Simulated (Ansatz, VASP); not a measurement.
**CuO (Tenorite) in two plane-wave programs**

One calculation is typed for both programs; each brings its own data sets and cutoff. How far apart do they land?

Main program and level: Ansatz 0.2.0; plane waves, with VASP 6.6.1 beside it; single point at LDA.

**1. The starting structure**

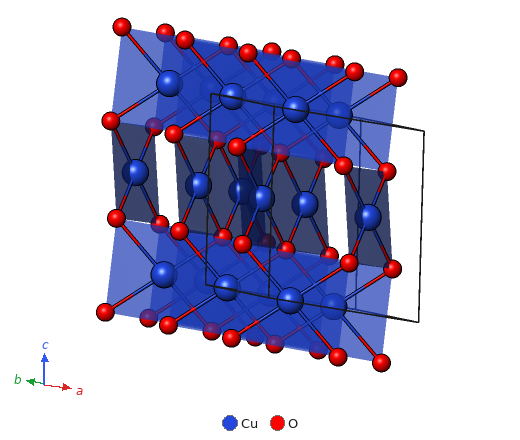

The cell as given, slightly off an axis (copper blue, oxygen red). 1×3×1 cells are drawn. This picture shows the conventional cell, with its axes. Some periodic images of atoms are drawn too.

As a file:

```cif
data_structure
_symmetry_space_group_name_H-M 'C2/c'
_symmetry_Int_Tables_number 15
_cell_length_a 4.6837
_cell_length_b 3.4226
_cell_length_c 5.1288
_cell_angle_alpha 90.000
_cell_angle_beta 99.540
_cell_angle_gamma 90.000
_cell_volume 81.08
loop_
_atom_site_label
_atom_site_type_symbol
_atom_site_symmetry_multiplicity
_atom_site_Wyckoff_symbol
_atom_site_fract_x
_atom_site_fract_y
_atom_site_fract_z
_atom_site_occupancy
Cu1 Cu 4 c 0.25000 0.75000 0.50000 1
O1 O 4 e 0.50000 0.06628 0.75000 1
```

**2. VASP: single point, LDA**

With cell and atoms fixed, the geometry can't cause a difference; cores, projectors, grids and the points listed under the comparison can.

Lines of VASP's logs that name or quote its potential files are left out, and so is its time.

The input, INCAR:

```
SYSTEM = CuO
PREC = Accurate
ENCUT = 520
EDIFF = 1E-07
NELM = 100
ISMEAR = 0
SIGMA = 0.01
LREAL = .FALSE.
ALGO = Normal
GGA = CA
NBANDS = 23
LORBIT = 11
LWAVE = .FALSE.
LCHARG = .FALSE.
KPAR = 2
```

The input, POSCAR:

```
CuO
1.0
    2.3418500000     -1.7113000000      0.0000000000
    2.3418500000      1.7113000000      0.0000000000
   -0.8500274268      0.0000000000      5.0578693947
Cu O
2 2
Direct
    0.5000000000      0.0000000000      0.5000000000
    0.0000000000      0.5000000000      0.0000000000
    0.4337186125      0.5662813875      0.7500000000
    0.5662813875      0.4337186125      0.2500000000
```

The input, KPOINTS:

```
Automatic mesh
0
Gamma
9 9 5
0 0 0
```

The projector-augmented-wave data sets are Cu and O (PBE family, release 64).

The run is started by

```sh
mpirun -np 2 vasp_std
```

Numbers of over 12 decimals in the logs are rounded to 6 here.

The program printed:

```text
[banner, memory and clock lines left out]
running    2 mpi-ranks, on    1 nodes
 distrk:  each k-point on    1 cores,    2 groups
 distr:  one band on    1 cores,    1 groups

 POSCAR found type information on POSCAR CuO
 POSCAR found :  2 types and       4 ions
|                                                                             |
|               ----> ADVICE to this user running VASP <----                  |
|                                                                             |
|     You enforced a specific xc type in the INCAR file but a different       |
|     [... a line on the potential file left out ...]
|     I HOPE YOU KNOW WHAT YOU ARE DOING!                                     |
|                                                                             |

 LDA part: xc-table for (Slater(with rela. corr.)+CA(PZ))
 , standard interpolation
 POSCAR, INCAR and KPOINTS ok, starting setup
 FFT: planning ... GRIDC
 FFT: planning ... GRID_SOFT
 FFT: planning ... GRID
 WAVECAR not read
 entering main loop
       N       E                     dE             d eps       ncg     rms          rms(c)
DAV:   1     0.297798204216E+03    0.29780E+03   -0.16781E+04  5474   0.235E+03
DAV:   2     0.985075266862E+01   -0.28795E+03   -0.26916E+03  5382   0.420E+02
DAV:   3    -0.281291818323E+02   -0.37980E+02   -0.36075E+02  6996   0.171E+02
DAV:   4    -0.294254248996E+02   -0.12962E+01   -0.12924E+01  6271   0.334E+01
DAV:   5    -0.294478348245E+02   -0.22410E-01   -0.22404E-01  6940   0.386E+00    0.178E+01
DAV:   6    -0.271787405280E+02    0.22691E+01   -0.48011E+01  7777   0.176E+02    0.138E+01
DAV:   7    -0.231899255168E+02    0.39888E+01   -0.11660E+01  6275   0.128E+02    0.263E+00
DAV:   8    -0.233299975902E+02   -0.14007E+00   -0.20436E+00  5676   0.102E+01    0.168E+00
DAV:   9    -0.232796625657E+02    0.50335E-01   -0.78317E-02  8316   0.643E+00    0.453E-01
DAV:  10    -0.232766500242E+02    0.30125E-02   -0.15172E-02  6813   0.151E+00    0.384E-01
DAV:  11    -0.232747138547E+02    0.19362E-02   -0.69943E-03  8146   0.779E-01    0.716E-02
DAV:  12    -0.232747424776E+02   -0.28623E-04   -0.48506E-04  7137   0.295E-01    0.508E-02
DAV:  13    -0.232747084001E+02    0.34077E-04   -0.92078E-05  8571   0.118E-01    0.512E-03
DAV:  14    -0.232747086461E+02   -0.24597E-06   -0.73243E-06  5812   0.292E-02    0.195E-03
DAV:  15    -0.232747086585E+02   -0.12390E-07   -0.50160E-07  7148   0.800E-03
   1 F= -.23274709E+02 E0= -.23274578E+02  d E =-.260853E-03
```

From OUTCAR (step 2):

```text
ion  position               nearest neighbor table
   1  0.500  0.000  0.500-   3 1.92   4 1.92   4 1.98   3 1.98
   2  0.000  0.500  0.000-   4 1.92   3 1.92   4 1.98   3 1.98
   3  0.434  0.566  0.750-   2 1.92   1 1.92   2 1.98   1 1.98
   4  0.566  0.434  0.250-   1 1.92   2 1.92   2 1.98   1 1.98

  LATTYP: Found a base centered monoclinic cell.
 ALAT       =     4.6837000000
 B/A-ratio  =     0.7307470589
 C/A-ratio  =     1.0950317057
 COS(beta)  =    -0.1657361228

 Subroutine GETGRP returns: Found  4 space group operations
 (whereof  2 operations were pure point group operations)

The static configuration has the point symmetry S_2 .
 The point group associated with its full space group is C_2h.

 Found    115 irreducible k-points:

   k-points           NKPTS =    115   k-points in BZ     NKDIM =    115   number of bands    NBANDS=     23

   dimension x,y,z NGX =    24 NGY =   24 NGZ =   40
   dimension x,y,z NGXF=    48 NGYF=   48 NGZF=   80

   ENCUT  =  520.0 eV  38.22 Ry    6.18 a.u.   5.39  5.39  9.54*2*pi/ulx,y,z

   NELECT =      34.0000    total number of electrons

 k-points in reciprocal lattice and weights: Automatic mesh
   0.00000000  0.00000000  0.00000000       0.002
   0.11111111 -0.00000000  0.00000000       0.010
   0.22222222 -0.00000000  0.00000000       0.010
   0.33333333 -0.00000000  0.00000000       0.010
   0.44444444 -0.00000000  0.00000000       0.010
   0.11111111  0.11111111  0.00000000       0.005
   0.22222222  0.11111111  0.00000000       0.010
   0.33333333  0.11111111  0.00000000       0.010
   0.44444444  0.11111111  0.00000000       0.010
[...]
-0.11111111 -0.22222222  0.40000000       0.010
  -0.11111111 -0.11111111  0.40000000       0.005

 average (electrostatic) potential at core
       1 -65.3480       2 -65.3480       3 -70.3398       4 -70.3398

 E-fermi :   5.2700

 k-point     1 :       0.0000    0.0000    0.0000
  band No.  band energies     occupation
    ...
     12       2.6783      2.00000
     13       2.8541      2.00000
     14       3.0155      2.00000
     15       3.0897      2.00000
     16       3.6141      2.00000
     17       5.5234      0.00000
     18       6.2477      0.00000
     19       7.0845      0.00000
     20      11.3392      0.00000
     21      13.3221      0.00000
    ...

 k-point     2 :       0.1111   -0.0000    0.0000
  band No.  band energies     occupation
    ...
     12       2.8676      2.00000
     13       3.0222      2.00000
     14       3.1143      2.00000
     15       3.1308      2.00000
     16       3.6221      2.00000
     17       5.4067      0.00000
     18       6.1312      0.00000
     19       7.5424      0.00000
     20      11.8718      0.00000
     21      13.0042      0.00000
    ...

 k-point     3 :       0.2222   -0.0000    0.0000
  band No.  band energies     occupation
    ...
     13       3.0208      2.00000
     14       3.3826      2.00000
     15       3.3837      2.00000
     16       3.6339      2.00000
     17       5.2431      1.99986
     18       5.9465      0.00000
     19       8.6076      0.00000
     20      12.1144      0.00000
     21      13.1062      0.00000
     22      15.6741      0.00000
    ...

  Total       -2.2609859     -0.7979836     -2.2888598      0.0000000      0.0000000      0.4549019
  in kB      -89.3563884    -31.5370968    -90.4579925      0.0000000      0.0000000     17.9781701
  external PRESSURE =     -70.4504925 kB  Pullay stress =       0.0000000 kB

  energy-cutoff  :      520.00
  volume of cell :       40.54
      direct lattice vectors                 reciprocal lattice vectors
     2.341850000 -1.711300000  0.000000000     0.213506416 -0.292175539  0.035881968
     2.341850000  1.711300000  0.000000000     0.213506416  0.292175539  0.035881968
    -0.850027427  0.000000000  5.057869395     0.000000000  0.000000000  0.197711709

 POSITION                                       TOTAL-FORCE (eV/Angst)
 -----------------------------------------------------------------------------------
      0.74591     -0.85565      2.52893         0.000000      0.000000      0.000000
      1.17092      0.85565      0.00000         0.000000      0.000000      0.000000
      1.70433      0.22685      3.79340         0.000000     -0.164928     -0.000000
      2.12934     -0.22685      1.26447        -0.000000      0.164928      0.000000
 -----------------------------------------------------------------------------------
    total drift:                                0.000000     -0.000000     -0.000000

  FREE ENERGIE OF THE ION-ELECTRON SYSTEM (eV)
  ---------------------------------------------------
  free  energy   TOTEN  =       -23.2747086585 eV

  energy  without entropy=      -23.2744478059  energy(sigma->0) =      -23.27457823

 total charge
# of ion       s       p       d       tot
------------------------------------------
    1        0.398   0.407   9.148   9.954
    2        0.398   0.407   9.148   9.954
    3        1.563   3.359   0.000   4.923
    4        1.563   3.359   0.000   4.923
--------------------------------------------------
tot          3.922   7.533  18.297  29.752

[... 3 further parts left out ...]
```

The run ends at a pressure of -7.05 GPa, with forces up to 0.16 eV/Å.

**3. Ansatz: single point, LDA**

Ansatz runs on its default PAW (the set named soft_2) files.

The same cell, functional (in two slightly different forms), mesh and smearing now go to Ansatz, which takes its cutoff from its data sets.

The input, input.yaml:

```yaml
crystal:
  lattice:
    - [2.34185, -1.7113, 0.0]
    - [2.34185, 1.7113, 0.0]
    - [-0.8500274268, 0.0, 5.0578693947]
  atoms:
    - { symbol: Cu, position: [0.5, 0.0, 0.5] }
    - { symbol: Cu, position: [0.0, 0.5, 0.0] }
    - { symbol: O, position: [0.4337186125, 0.5662813875, 0.75] }
    - { symbol: O, position: [0.5662813875, 0.4337186125, 0.25] }
hamiltonian:
  xc: lda
  pseudopotentials: { kind: paw }
kpoints:
  mp_grid: { grid: [9, 9, 5] }
scf:
  occupations: { method: gaussian, width: 0.01 }
  n_extra_bands: 5
output:
  forces: true
  stress: true
  eigenvalues: true
```

The run is started by

```sh
ansatz run input.yaml --threads 2 --pin off --max-ram 4608MiB --backend cpu --events-out ev --progress --plain --runs-dir out
```

The program printed:

```text
scf.n_extra_bands = 5 over 25 filled bands (N_el = 50.0): the run solves 30 bands
Engine: ansatz 0.2.0, aarch64-unknown-linux-gnu
Pseudopotentials: kind: paw
Pseudopotential: Cu, paw, valence charge 19, recommended cutoff 420 eV (normal), Cu.paw.azcp
Pseudopotential: O, paw, valence charge 6, recommended cutoff 420 eV (normal), O.paw.azcp
Functional definition: SPW92
  exchange = slater_x
  correlation = pw_c
Crystal: 4 atoms, lattice volume = 40.540 Å³
Basis set: ecut = 420 eV, 787 PW (Γ)
Bands: 30, of which v1, the nominal top of the filled ones, is band 25 counted from 1 (24 counted from 0)
Symmetry: 4 space group operations
Space group: C2/c (ITA 15), of the structure as read, at distance tolerance 3.4e-5 Å
k-points: 115 of 405
Non-local potential: Cu, projectors of the file, l = 0: 3, l = 1: 2, l = 2: 3, l = 3: 1
Non-local potential: O, projectors of the file, l = 0: 2, l = 1: 2, l = 2: 1
PAW form: soft (Blöchl's): semilocal exchange-correlation on the pseudo side does not see the compensation charge
PAW frozen core: Cu, regenerated for the run's functional, and the local potential with it (the file was generated under x = pbe(κ = 0.804, μ = 0.219515), c = pbe(β = 0.066725))
PAW frozen core: O, regenerated for the run's functional, and the local potential with it (the file was generated under x = pbe(κ = 0.804, μ = 0.219515), c = pbe(β = 0.066725))
PAW one-centre angular grid: Cu, 590 points (default); XC on 64 Gauss nodes
PAW one-centre angular grid: O, 110 points (default); XC on 64 Gauss nodes
Initial density: superposition of atomic densities (neutral atoms: chi_scale 0, normalization atom), corrected by the library's trained network
Initial wavefunctions: pseudopotential atomic-orbital guess
Functional: x = slater, c = lda
SCF iter   1: F=—  HF=-14219.215752 eV  |F-HF|=—  |Δ(HF+E_count)|=         —  Δρ=2.34e-2  dr2=1.44e-1  ethr=1.77e-3  ⟨swp⟩=5.0  Hψ=12286  notcnv=0
preconditioner: auto → Kerker (q_TF=auto, 2.825 Å⁻¹)  [metal: Δε(μ)=0.003 eV  Ē_g=11.088 eV  σ=0.010 eV  W_gap=0.15  n_scr=20 (ndim 8)  ℏωp=34.0 eV  f_vac=0.000  D(μ)=4.68/eV (n_scr^D=68)]
SCF iter   2: F=—  HF=-14219.176604 eV  |F-HF|=—  |Δ(HF+E_count)|=   3.91e-2  Δρ=8.93e-3  dr2=3.14e-2  ethr=2.87e-4  ⟨swp⟩=2.1  Hψ=6118  notcnv=0  defer=102
SCF iter   3: F=—  HF=-14219.169758 eV  |F-HF|=—  |Δ(HF+E_count)|=   6.85e-3  Δρ=3.72e-3  dr2=4.81e-3  ethr=6.28e-5  ⟨swp⟩=2.6  Hψ=5541  notcnv=0  defer=102
SCF iter   4: F=—  HF=-14219.168402 eV  |F-HF|=—  |Δ(HF+E_count)|=   1.36e-3  Δρ=1.07e-3  dr2=3.44e-4  ethr=9.61e-6  ⟨swp⟩=2.0  Hψ=5484  notcnv=0  defer=102
SCF iter   5: F=—  HF=-14219.168322 eV  |F-HF|=—  |Δ(HF+E_count)|=   7.96e-5  Δρ=2.51e-4  dr2=2.69e-5  ethr=6.88e-7  ⟨swp⟩=2.8  Hψ=5498  notcnv=0  defer=102
SCF iter   6: F=—  HF=-14219.168316 eV  |F-HF|=—  |Δ(HF+E_count)|=   6.25e-6  Δρ=5.65e-5  dr2=9.34e-7  ethr=5.38e-8  ⟨swp⟩=2.6  Hψ=5100  notcnv=0  defer=102
SCF iter   7: F=—  HF=-14219.168316 eV  |F-HF|=—  |Δ(HF+E_count)|=   1.89e-8  Δρ=3.08e-5  dr2=3.80e-7  ethr=2.00e-10  ⟨swp⟩=7.5  Hψ=14931  notcnv=0
SCF iter   8: F=-14219.168315 eV  HF=-14219.168316 eV  |F-HF|=3.79e-8  |Δ(HF+E_count)|=   9.03e-8  Δρ=8.52e-6  dr2=2.75e-8  ethr=2.00e-10  ⟨swp⟩=3.0  Hψ=13090  notcnv=0
SCF 1 converged in 8 iterations: F = -14219.168315 eV  dr2 = 2.75e-8
  greatest PAW one-centre occupation: 1.000 electrons in one spin orbital (limit 2), on the Cu atom at site 1 (counted from 0), in its partial waves of l = 0
SCF converged after 8 iterations
Free energy (F): -14219.168315 eV
Harris-Foulkes:  -14219.168316 eV  (|F-HF|=3.79e-8)
Internal energy: -14219.168065 eV  (E = F + TS)
E sigma→0 (E₀):  -14219.168190 eV
Entropy (-TS):   -0.000251 eV (-0.063 meV/atom)
Fermi energy:    11.789532 eV
--- Per-component energies (eV) ---
  E_band       = -869.095347
  E_kinetic    = 941.261188
  E_local      = -9682.014989  (includes V_loc(G=0)·N_el)
  E_nonlocal   = 889.395296
  E_hartree    = 4183.103128
  E_xc         = -320.332565
  E_vxc        = -413.814251  (∫ρ·V_xc dr)
  E_paw        = -3476.763328  (= ΣΔE_a)
  E_vpaw       = -970.147863  (= ΣTr[D̂ρ^β])
  E_aug_tail   = 0.005427  (compensation charges beyond the density's cutoff)
  E_ewald      = -6754.915385
  E_core_change = 1.093163  (= ΣΔE_core)
  E_smearing   = -0.000251  (= −TS)
  E_closure    = -0.000000  (closes the sum)
  Σ components = -14219.168315   (vs F -14219.168315, Δ=0.00e0)
--- Forces (eV/Å), atoms counted from 1 ---
  atom   1  Cu     0.00000000     0.00000000     0.00000000
  atom   2  Cu     0.00000000     0.00000000    -0.00000000
  atom   3  O      0.00000000    -0.22439766    -0.00000000
  atom   4  O      0.00000000     0.22439766     0.00000000
  max |Σ_I F_I| component: 2.78e-17 eV/Å
--- Stress (GPa, compression-positive) ---
      -10.253684      -0.000000       1.666311
       -0.000000      -3.868037      -0.000000
        1.666292      -0.000000     -10.557526
  P = ⅓ Tr σ = -8.2264 GPa (-82.264 kbar)
--- Band table (eV; the first three rows and the last of 115) ---
  k-point 0: bands = [... 21 lower, 9.5406, 9.6160, 10.1343, 12.0312, 12.7671, 13.5565, 17.8053, 19.7867, ... 1 higher]
  k-point 1: bands = [... 21 lower, 9.6944, 9.8703, 10.0227, 11.9948, 12.6017, 14.0689, 17.2269, 20.6629, ... 1 higher]
  k-point 2: bands = [... 21 lower, 9.7078, 10.1497, 10.2677, 11.9438, 12.2138, 15.1396, 16.2406, 22.4201, ... 1 higher]
  k-point 114: bands = [... 21 lower, 10.0411, 10.4185, 10.4926, 11.1025, 11.7970, 16.4472, 17.5142, 20.2895, ... 1 higher]
```

The job ended after 7.1 s (2 threads of Arm Neoverse N1, shared host; peak memory 0.38 GiB; 13 s of CPU time).

The run ends at a pressure of -8.23 GPa, with forces up to 0.22 eV/Å.

**4. Side by side**

Known differences besides the PAW data sets themselves: the two LDA forms differ slightly; the data sets hold 50 valence electrons in Ansatz (default PAW (the set named soft_2) files) and 34 in VASP; the cutoff is 420 eV in Ansatz and 520 eV in VASP; Ansatz makes its cores anew for this functional, VASP keeps those of its PBE data sets. Total energies have different zeros and are not compared.

The two programs side by side:

```
      quantity  Ansatz   VASP  difference
pressure (GPa)   -8.23  -7.05       -1.18
```

Forces (eV/Å; atoms numbered as in POSCAR):

```
atom        Ansatz x, y, z          VASP x, y, z
 Cu1   0.000, 0.000, 0.000   0.000, 0.000, 0.000
 Cu2   0.000, 0.000, 0.000   0.000, 0.000, 0.000
  O3  0.000, -0.224, 0.000  0.000, -0.165, 0.000
  O4   0.000, 0.224, 0.000   0.000, 0.165, 0.000
```

The forces differ by 24 meV/Å r.m.s., which is 36.1 % of the r.m.s. force of 0.07 eV/Å (both taken over all components). Ansatz's pressure holds a Pulay correction of 0.94 GPa; VASP's holds none.

**5. Looking for the cause**

The difference is large enough to ask for its cause, so further runs change the set-up of one program at a time, as the table lists.

```
                                                           run  r.m.s. force difference (meV/Å)
                                                      as above                               24
cores kept as stored, as VASP does, whose cores stay as stored                               23
                      Ansatz's larger PAW set (cutoff 1050 eV)                               20
                   norm-conserving potentials (cutoff 1252 eV)                               26
```

**6. What came out**

```yaml
r_m_s_force_difference_single_point_lda: 24 meV/Å
difference_in_pressure_single_point_lda: -1.2 GPa
```

What this shows: The r.m.s. force difference is 24 meV/Å (single point, LDA), beyond the 12 meV/Å picked in this series as the mark of a large difference. Also far apart in the single point, LDA pair: the difference in pressure, -1.2 GPa. For single point, LDA: no further run halves the r.m.s. force difference; only Ansatz's side was varied, and Ansatz's runs with other potentials lie closer to each other than to VASP, which for this quantity points to VASP's side; this was not tested here. 1 further run on this material is not shown. Differences of this kind measure data sets and numerical settings, not the functional's error against experiment.

[Lines on the potential files, build, host, timing and source positions are cut from VASP's logs without a mark.]

[Logs are printed without paths, hosts, clocks, repeated set-up lines and the standing remarks that a program may print on its own settings, such as how far it seeks lower states.]

[Hosts, paths, dates, database ids (printed as entryN), source tags and the programs' standing remarks are cut or masked in the printed files.]
